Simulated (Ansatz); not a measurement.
# CH₆Al₂Sn: an energy map over angle H5–Al1–Sn2 and dihedral H5–Al1–Sn2–C3

A grid of calculations on CH6Al2Sn, SMILES [AlH2][SnH]1[CH2][AlH]1, to see where the energy is lowest and how it rises around there.

Method: RKS CAM-B3LYP-D4/def2-SVP; program: Ansatz 0.2.0.

### 1 Starting geometry

SMILES `[AlH2][SnH]1[CH2][AlH]1`, 10 atoms, charge 0, spin multiplicity 1.

Atoms are counted from 1 here; the program's logs count them from 0.

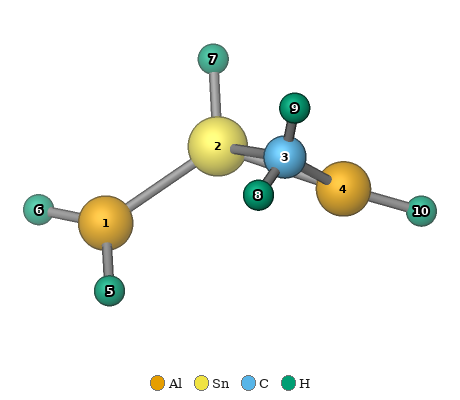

As it starts; aluminium amber, tin yellow, carbon blue, hydrogen teal; atoms are numbered from 1 in the order of the file.

Geometry (Å):

```xyz
10
CH6Al2Sn
Al   -1.5903    1.8429    0.8709
Sn    0.4476    0.8075   -0.3977
C     0.8728   -1.3838    0.3023
Al    0.4686   -1.5027   -1.5842
H    -2.6877    0.8100    1.4265
H    -1.8451    3.4237    0.9719
H     1.9539    1.6620   -0.5182
H     0.1023   -1.6474    1.0565
H     1.8838   -1.5718    0.7184
H     0.4772   -2.4915   -2.8437
```

This geometry comes from a loose relaxation at PBE in a small basis, which is not shown.

### 2 Relaxing the molecule

File input.yaml:

```yaml
crystal:
  periodic: [false, false, false]
  atoms:
    - { symbol: Al, position_ang: [-1.59035, 1.842933, 0.870858] }
    - { symbol: Sn, position_ang: [0.447601, 0.807544, -0.397669] }
    - { symbol: C, position_ang: [0.872827, -1.383846, 0.302332] }
    - { symbol: Al, position_ang: [0.468551, -1.502674, -1.584185] }
    - { symbol: H, position_ang: [-2.687745, 0.810037, 1.426507] }
    - { symbol: H, position_ang: [-1.845095, 3.423675, 0.971881] }
    - { symbol: H, position_ang: [1.95393, 1.661959, -0.518167] }
    - { symbol: H, position_ang: [0.102343, -1.64741, 1.056531] }
    - { symbol: H, position_ang: [1.883757, -1.571794, 0.718368] }
    - { symbol: H, position_ang: [0.477182, -2.491523, -2.843656] }
basis:
  gaussian: { orbitals: def2-SVP }
hamiltonian:
  xc: { name: CAM-B3LYP }
  dispersion: d4
output:
  forces: true
relax:
  f_tol: 0.003
  max_steps: 120
```

On the command line:

```console
$ ansatz run input.yaml --threads 1 --pin off --max-ram 2560MiB --backend cpu --events-out ev --progress --plain --runs-dir out
```

Log (excerpt; [...] marks lines left out):

```text
Warning: RAYON_NUM_THREADS=1 ignored (pool sized by the plan → 1); use --threads N
[...]
Functional definition: CAM-B3LYP
[...]
1208 factors; integrals over basis functions are off by at most 3.9e-4 eV
436 factors; integrals over basis functions are off by at most 1.3e-6 eV
[...]
mean field -20151.88593923 eV, -740.5681488279 hartree, gradient 2.9e-5 eV, S^2 0.000000; 0 other end points of the search recorded, 0 dependent functions left out
[...]
reference -20151.88609434 eV, -740.5681545281 hartree; 30, 30 occupied and 76, 76 virtual orbitals, 1208 factors
relax step   1: F+E_penalty+E_count = -20152.09429516 eV  Δ(F+E_penalty+E_count) = +0.000e0 eV  max|allowed force component| = 3.448e-1 eV/Å  Δτ_max = 0.0000 Å  (29 SCF iters, accepted)
[...]
relax step   4: F+E_penalty+E_count = -20152.12761259 eV  Δ(F+E_penalty+E_count) = -3.806e-4 eV  max|allowed force component| = 5.480e-2 eV/Å  Δτ_max = 0.0237 Å  (29 SCF iters, accepted)
[...]
relax step   7: F+E_penalty+E_count = -20152.12897607 eV  Δ(F+E_penalty+E_count) = -3.658e-4 eV  max|allowed force component| = 1.278e-2 eV/Å  Δτ_max = 0.0120 Å  (27 SCF iters, accepted)
[...]
relax step  10: F+E_penalty+E_count = -20152.12907563 eV  Δ(F+E_penalty+E_count) = -2.559e-5 eV  max|allowed force component| = 4.688e-3 eV/Å  Δτ_max = 0.0079 Å  (26 SCF iters, accepted)
[...]
relax step  14: F+E_penalty+E_count = -20152.12912197 eV  Δ(F+E_penalty+E_count) = -3.184e-6 eV  max|allowed force component| = 2.321e-3 eV/Å  Δτ_max = 0.0037 Å  (22 SCF iters, accepted)
1208 factors; integrals over basis functions are off by at most 3.7e-4 eV
436 factors; integrals over basis functions are off by at most 1.2e-6 eV
[...]
mean field -20151.91934244 eV, -740.5693763731 hartree, gradient 4.3e-5 eV, S^2 0.000000; 1 other end points of the search recorded, 0 dependent functions left out
[...]
reference -20151.91949627 eV, -740.5693820263 hartree; 30, 30 occupied and 76, 76 virtual orbitals, 1208 factors
Total energy: -20152.12927580 eV, -740.5770912817 hartree
Atom 0 at    -1.580489     1.820040     0.843749 Å, force    -0.001298     0.001232    -0.001648 eV/Å
Atom 1 at     0.433948     0.784060    -0.439272 Å, force     0.000341     0.000803     0.000552 eV/Å
Atom 2 at     0.862522    -1.351451     0.297440 Å, force    -0.001126     0.000425     0.000889 eV/Å
Atom 3 at     0.491019    -1.505119    -1.576356 Å, force     0.000236    -0.000516    -0.000942 eV/Å
Atom 4 at    -2.682636     0.824478     1.399932 Å, force     0.001105     0.000261     0.000138 eV/Å
Atom 5 at    -1.782918     3.381983     1.011515 Å, force     0.000137    -0.001310     0.000708 eV/Å
Atom 6 at     1.907126     1.659924    -0.479399 Å, force    -0.000793    -0.001018     0.000406 eV/Å
Atom 7 at     0.105186    -1.651117     1.037037 Å, force     0.002321     0.000685    -0.000604 eV/Å
Atom 8 at     1.867444    -1.518343     0.710985 Å, force    -0.000551    -0.000674     0.000509 eV/Å
Atom 9 at     0.461798    -2.495554    -2.802831 Å, force    -0.000373     0.000111    -0.000007 eV/Å
Dipole moment:    -0.022804    -0.201870    -0.079953 e Å
```

Run time: 95 s. Hardware: 1 thread of Arm Neoverse V2, shared host; peak memory 0.31 GiB.

The steps of the relaxation:

```csv
step,energy from step 1 (eV),largest force component (eV/Å)
1,0.0000,0.3448
2,-0.0240,0.2766
3,-0.0329,0.0760
4,-0.0333,0.0548
5,-0.0341,0.0249
6,-0.0343,0.0447
7,-0.0347,0.0128
8,-0.0347,0.0065
9,-0.0348,0.0035
10,-0.0348,0.0047
11,-0.0348,0.0091
12,-0.0348,0.0096
13,-0.0348,0.0031
14,-0.0348,0.0023
```

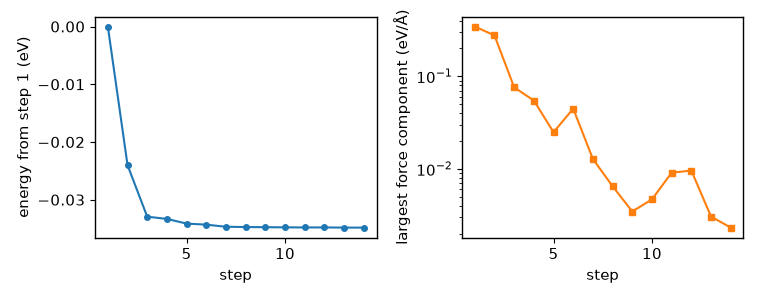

Energy and force, step by step.

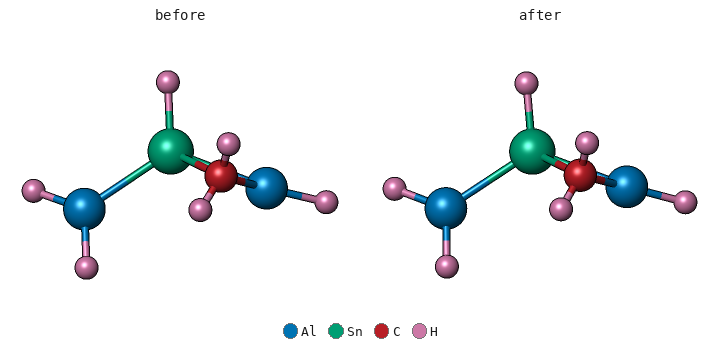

The geometry before (left) and after (right).

Bond lengths before and after, largest changes first:

```
   bond  before (Å)  after (Å)  change (Å)
Sn2–Al4       2.597      2.557      -0.041
 Sn2–C3       2.339      2.299      -0.040
Al4–H10       1.601      1.577      -0.025
 Sn2–H7       1.736      1.714      -0.022
 Al1–H6       1.604      1.584      -0.020
 Al1–H5       1.606      1.586      -0.020
 C3–Al4       1.933      1.916      -0.017
Al1–Sn2       2.614      2.603      -0.011
```

### 3 Plan of the scan

- angle H5–Al1–Sn2: 7 values from 72.4 to 162.4 °
- dihedral H5–Al1–Sn2–C3: 8 values from −180 to 135 °, periodic

Nothing else is relaxed (all other coordinates rigid). Energies count from the relaxed molecule at the same level. Points are written as (first, second).

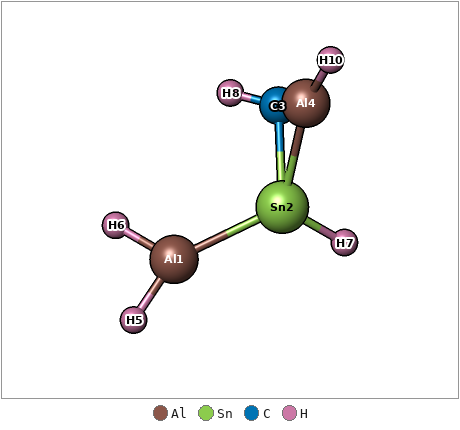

The geometry at (147.4°, −180°).

Below, 3 of the grid's runs; all are launched alike.

### 4 Point (117.4°, −45°)

File input.yaml:

```yaml
crystal:
  periodic: [false, false, false]
  atoms:
    - { symbol: Al, position_ang: [-1.580489, 1.82004, 0.843749] }
    - { symbol: Sn, position_ang: [0.433948, 0.78406, -0.439272] }
    - { symbol: C, position_ang: [1.256405, -1.051953, 0.674034] }
    - { symbol: Al, position_ang: [0.731216, -1.678408, -1.059307] }
    - { symbol: H, position_ang: [-2.682111, 0.823683, 1.399548] }
    - { symbol: H, position_ang: [-1.782918, 3.381983, 1.011515] }
    - { symbol: H, position_ang: [1.743547, 1.808738, -0.856391] }
    - { symbol: H, position_ang: [0.630412, -1.268223, 1.55251] }
    - { symbol: H, position_ang: [2.310666, -0.98908, 0.979519] }
    - { symbol: H, position_ang: [0.734857, -2.919507, -2.031786] }
basis:
  gaussian: { orbitals: def2-SVP }
hamiltonian:
  xc: { name: CAM-B3LYP }
  dispersion: d4
output:
  forces: true
```

On the command line:

```console
$ ansatz run input.yaml --threads 1 --pin off --max-ram 2560MiB --backend cpu --events-out ev --progress --plain --runs-dir out
```

Log (excerpt; [...] marks lines left out):

```text
Warning: RAYON_NUM_THREADS=1 ignored (pool sized by the plan → 1); use --threads N
[...]
Functional definition: CAM-B3LYP
[...]
1117 factors; integrals over basis functions are off by at most 1.1e-3 eV
366 factors; integrals over basis functions are off by at most 1.3e-5 eV
[...]
mean field -20151.90835636 eV, -740.5689726423 hartree, gradient 1.3e-5 eV, S^2 0.000000; 0 other end points of the search recorded, 0 dependent functions left out
[...]
reference -20151.90851002 eV, -740.5689782890 hartree; 30, 30 occupied and 76, 76 virtual orbitals, 1117 factors
Total energy: -20152.11815649 eV, -740.5766826546 hartree
Atom 0 at    -1.580489     1.820040     0.843749 Å, force    -0.020819     0.013657    -0.025113 eV/Å
Atom 1 at     0.433948     0.784060    -0.439272 Å, force     0.011166    -0.008331    -0.056637 eV/Å
Atom 2 at     1.256405    -1.051953     0.674034 Å, force    -0.013161    -0.027602     0.043361 eV/Å
Atom 3 at     0.731216    -1.678408    -1.059307 Å, force    -0.017611     0.025643    -0.040694 eV/Å
Atom 4 at    -2.682111     0.823683     1.399548 Å, force     0.021798     0.001118     0.038674 eV/Å
Atom 5 at    -1.782918     3.381983     1.011515 Å, force    -0.013428     0.000224    -0.002952 eV/Å
Atom 6 at     1.743547     1.808738    -0.856391 Å, force     0.012980     0.003092     0.029958 eV/Å
Atom 7 at     0.630412    -1.268223     1.552510 Å, force     0.018982    -0.013964    -0.001290 eV/Å
Atom 8 at     2.310666    -0.989080     0.979519 Å, force    -0.004420     0.013203     0.003490 eV/Å
Atom 9 at     0.734857    -2.919507    -2.031786 Å, force     0.004516    -0.007040     0.011202 eV/Å
Dipole moment:    -0.003047    -0.221634    -0.018673 e Å
```

Wall time 6.5 s (1 thread of Arm Neoverse V2, shared host); peak memory 0.27 GiB.

On the map this point reads 1.1 kJ/mol.

### 5 Grid point (147.4°, −180°)

File input.yaml:

```yaml
crystal:
  periodic: [false, false, false]
  atoms:
    - { symbol: Al, position_ang: [-1.580489, 1.82004, 0.843749] }
    - { symbol: Sn, position_ang: [0.433948, 0.78406, -0.439272] }
    - { symbol: C, position_ang: [1.886491, 2.422145, -1.141856] }
    - { symbol: Al, position_ang: [2.909339, 1.260086, -0.012192] }
    - { symbol: H, position_ang: [-2.940135, 1.570832, 1.621224] }
    - { symbol: H, position_ang: [-1.782918, 3.381983, 1.011515] }
    - { symbol: H, position_ang: [0.104963, -0.263392, -1.755939] }
    - { symbol: H, position_ang: [1.553634, 3.402289, -0.769183] }
    - { symbol: H, position_ang: [2.050738, 2.477322, -2.227544] }
    - { symbol: H, position_ang: [4.354842, 0.943837, 0.532385] }
basis:
  gaussian: { orbitals: def2-SVP }
hamiltonian:
  xc: { name: CAM-B3LYP }
  dispersion: d4
output:
  forces: true
```

On the command line:

```console
$ ansatz run input.yaml --threads 1 --pin off --max-ram 2560MiB --backend cpu --events-out ev --progress --plain --runs-dir out
```

Log (excerpt; [...] marks lines left out):

```text
Warning: RAYON_NUM_THREADS=1 ignored (pool sized by the plan → 1); use --threads N
[...]
Functional definition: CAM-B3LYP
[...]
1117 factors; integrals over basis functions are off by at most 1.1e-3 eV
366 factors; integrals over basis functions are off by at most 1.2e-5 eV
[...]
mean field -20151.43724713 eV, -740.5516596972 hartree, gradient 1.2e-5 eV, S^2 0.000000; 0 other end points of the search recorded, 0 dependent functions left out
[...]
reference -20151.43739991 eV, -740.5516653118 hartree; 30, 30 occupied and 76, 76 virtual orbitals, 1117 factors
Total energy: -20151.64503589 eV, -740.5592957935 hartree
Atom 0 at    -1.580489     1.820040     0.843749 Å, force    -0.778916     0.883084     0.201511 eV/Å
Atom 1 at     0.433948     0.784060    -0.439272 Å, force     0.116320    -0.106637     0.038097 eV/Å
Atom 2 at     1.886491     2.422145    -1.141856 Å, force    -0.158083    -0.058729    -0.011981 eV/Å
Atom 3 at     2.909339     1.260086    -0.012192 Å, force     0.032120    -0.013213     0.050737 eV/Å
Atom 4 at    -2.940135     1.570832     1.621224 Å, force     0.029048    -1.174928    -0.017533 eV/Å
Atom 5 at    -1.782918     3.381983     1.011515 Å, force     0.814074     0.427411    -0.316697 eV/Å
Atom 6 at     0.104963    -0.263392    -1.755939 Å, force    -0.050324     0.010349     0.057167 eV/Å
Atom 7 at     1.553634     3.402289    -0.769183 Å, force     0.010951     0.022037     0.006206 eV/Å
Atom 8 at     2.050738     2.477322    -2.227544 Å, force    -0.011057     0.014602    -0.009778 eV/Å
Atom 9 at     4.354842     0.943837     0.532385 Å, force    -0.004133    -0.003976     0.002270 eV/Å
Dipole moment:     0.433252    -0.148895    -0.037463 e Å
```

It took 6.4 s on 1 thread of Arm Neoverse V2, shared host; peak memory 0.27 GiB.

Energy on the map's scale: 47 kJ/mol.

### 6 The run at (102.4°, −180°)

Edit input.yaml of step 5 so:

```diff
@@ -7,3 +7,3 @@
     - { symbol: Al, position_ang: [2.909339, 1.260086, -0.012192] }
-    - { symbol: H, position_ang: [-2.940135, 1.570832, 1.621224] }
+    - { symbol: H, position_ang: [-2.434612, 0.539978, 1.227317] }
     - { symbol: H, position_ang: [-1.782918, 3.381983, 1.011515] }
```

On the command line:

```console
$ ansatz run input.yaml --threads 1 --pin off --max-ram 2560MiB --backend cpu --events-out ev --progress --plain --runs-dir out
```

Log (excerpt; [...] marks lines left out):

```text
Warning: RAYON_NUM_THREADS=1 ignored (pool sized by the plan → 1); use --threads N
[...]
Functional definition: CAM-B3LYP
[...]
1117 factors; integrals over basis functions are off by at most 1.0e-3 eV
366 factors; integrals over basis functions are off by at most 1.4e-5 eV
[...]
mean field -20151.71404107 eV, -740.5618316869 hartree, gradient 1.0e-5 eV, S^2 0.000000; 0 other end points of the search recorded, 0 dependent functions left out
[...]
reference -20151.71419464 eV, -740.5618373306 hartree; 30, 30 occupied and 76, 76 virtual orbitals, 1117 factors
Total energy: -20151.92490164 eV, -740.5695806699 hartree
Atom 0 at    -1.580489     1.820040     0.843749 Å, force     0.245610    -0.533927    -0.515505 eV/Å
Atom 1 at     0.433948     0.784060    -0.439272 Å, force     0.243162     0.348941     0.014157 eV/Å
Atom 2 at     1.886491     2.422145    -1.141856 Å, force     0.063996    -0.074865    -0.053264 eV/Å
Atom 3 at     2.909339     1.260086    -0.012192 Å, force    -0.003471     0.016394    -0.070119 eV/Å
Atom 4 at    -2.434612     0.539978     1.227317 Å, force    -0.430436     0.389589     0.342463 eV/Å
Atom 5 at    -1.782918     3.381983     1.011515 Å, force    -0.120465    -0.132151     0.227912 eV/Å
Atom 6 at     0.104963    -0.263392    -1.755939 Å, force    -0.036404    -0.021572     0.044906 eV/Å
Atom 7 at     1.553634     3.402289    -0.769183 Å, force    -0.047910    -0.012742    -0.007221 eV/Å
Atom 8 at     2.050738     2.477322    -2.227544 Å, force     0.069893     0.031260     0.004999 eV/Å
Atom 9 at     4.354842     0.943837     0.532385 Å, force     0.016027    -0.010927     0.011672 eV/Å
Dipole moment:     0.030795     0.158453     0.181363 e Å
```

Run time: 6 s. Hardware: 1 thread of Arm Neoverse V2, shared host; peak memory 0.27 GiB.

On the map this point reads 20 kJ/mol.

### 7 All points together

56 points were computed. Energies in kJ/mol, from the relaxed molecule at the same level:

```csv
"dihedral H5–Al1–Sn2–C3 (°) ↓, angle H5–Al1–Sn2 (°) →",72.4,87.4,102.4,117.4,132.4,147.4,162.4
135,124,58,19,3,11,43,103
90,135,69,28,11,18,51,111
45,130,67,28,12,21,54,115
0,112,51,15,3,14,49,110
−45,111,49,13,1,13,48,110
−90,131,64,25,11,21,56,118
−135,138,70,29,13,22,56,118
−180,125,59,20,5,13,47,107
```

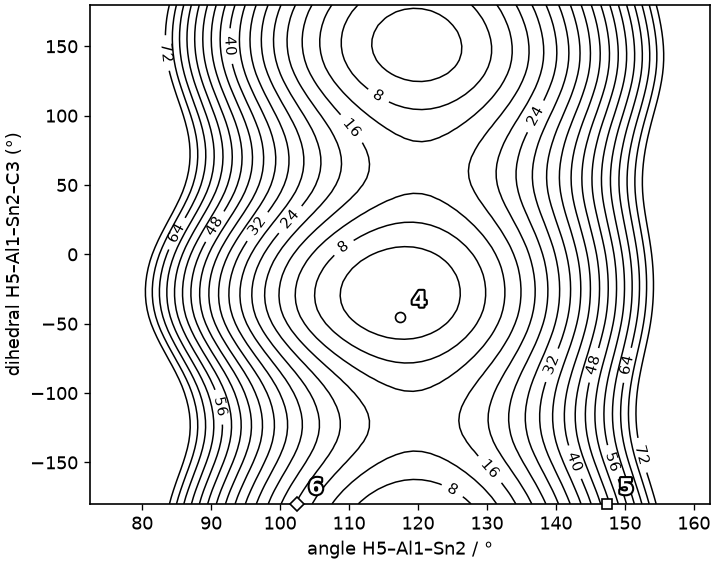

The map; numbers mark the steps of this session that print a point's run. Drawn: contour lines labelled in kJ/mol. Between grid points the surface is interpolated.

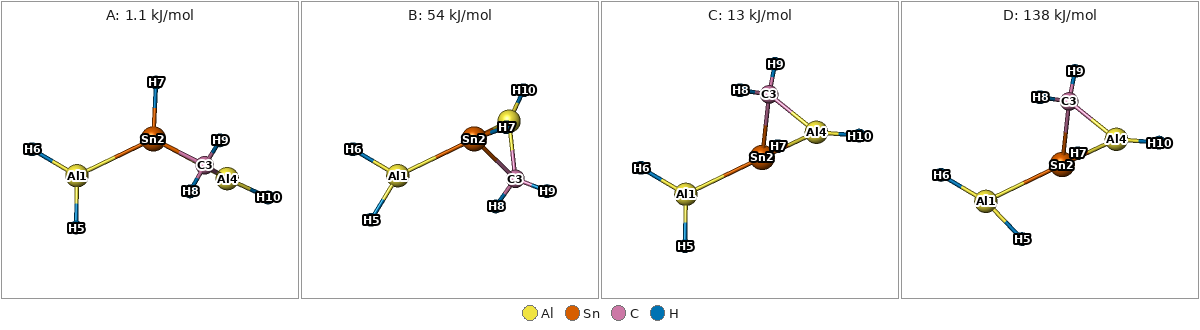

Structures on the grid, at one scale: A at (117.4°, −45°); B at (147.4°, 45°); C at (117.4°, −135°); D at (72.4°, −135°).

The largest force on an atom (eV/Å) at each point:

| dihedral H5–Al1–Sn2–C3 (°) ↓, angle H5–Al1–Sn2 (°) → | 72.4 | 87.4 | 102.4 | 117.4 | 132.4 | 147.4 | 162.4 |
| --- | --- | --- | --- | --- | --- | --- | --- |
| 135 | 1.99 | 1.33 | 0.77 | 0.31 | 0.65 | 1.16 | 1.87 |
| 90 | 1.96 | 1.33 | 0.73 | 0.47 | 0.73 | 1.22 | 1.88 |
| 45 | 1.88 | 1.28 | 0.68 | 0.40 | 0.77 | 1.29 | 1.89 |
| 0 | 1.87 | 1.25 | 0.65 | 0.10 | 0.70 | 1.24 | 1.89 |
| −45 | 1.93 | 1.31 | 0.69 | 0.06 | 0.69 | 1.25 | 1.90 |
| −90 | 2.03 | 1.32 | 0.67 | 0.34 | 0.82 | 1.37 | 1.92 |
| −135 | 2.05 | 1.35 | 0.70 | 0.40 | 0.85 | 1.37 | 1.91 |
| −180 | 2.00 | 1.34 | 0.78 | 0.36 | 0.71 | 1.19 | 1.88 |

On the same grid, dipole moment (D):

```csv
"dihedral H5–Al1–Sn2–C3 (°) ↓, angle H5–Al1–Sn2 (°) →",72.4,87.4,102.4,117.4,132.4,147.4,162.4
135,2.44,1.87,1.26,1.18,1.65,2.23,2.69
90,3.05,2.24,1.29,0.87,1.40,2.10,2.65
45,2.97,2.17,1.16,0.68,1.36,2.17,2.78
0,2.38,1.67,0.88,0.90,1.70,2.51,3.13
−45,2.35,1.63,0.94,1.07,1.84,2.64,3.26
−90,2.46,1.86,1.11,0.93,1.56,2.31,2.89
−135,2.60,1.96,1.16,0.87,1.40,2.08,2.60
−180,2.40,1.78,1.17,1.11,1.61,2.21,2.67
```

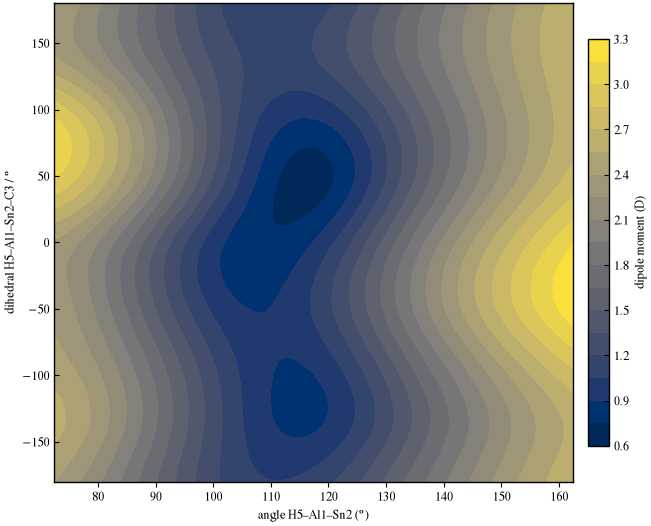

The dipole moment over the grid. The picture shows filled contours.

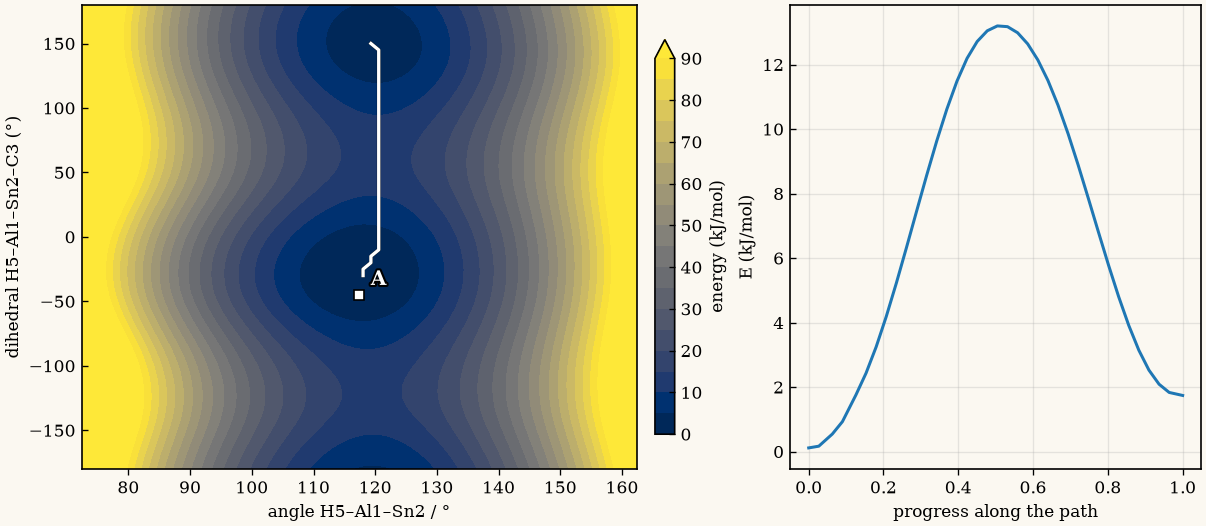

The easiest path on the interpolated surface, from its minimum near A. In the figure: filled contours, a line along the lowest path, one colour for all values above the top of the scale, the energy along the path at the right. Between grid points the surface is interpolated.

### 8 Summary of results

| quantity | value |
| --- | --- |
| lowest point | (117.4°, −45°), 1.1 kJ/mol |
| highest computed point | (72.4°, −135°), 137 kJ/mol above the lowest |
| largest force on an atom (eV/Å) | 0.06 at (117.4°, −45°) to 2.05 at (72.4°, −135°); 0.06 at the lowest point |
| dipole moment (D) | 0.68 at (117.4°, 45°) to 3.26 at (162.4°, −45°); 1.07 at the lowest point |
| time for the whole task | 8.7 min on 1 thread, shared host |

In words: The lowest computed point is at (117.4°, −45°), 1.1 kJ/mol from the relaxed molecule at the same level. A higher local minimum lies near (117.4°, 135°) (1.8 kJ/mol above the lowest at that grid point). The highest computed point, (72.4°, −135°), lies 137 kJ/mol above the lowest. On the interpolated surface the easiest way out of the lowest well to the well at (117.4°, 135°) passes a barrier of about 13 kJ/mol. Round the minimum the two coordinates are nearly uncoupled.
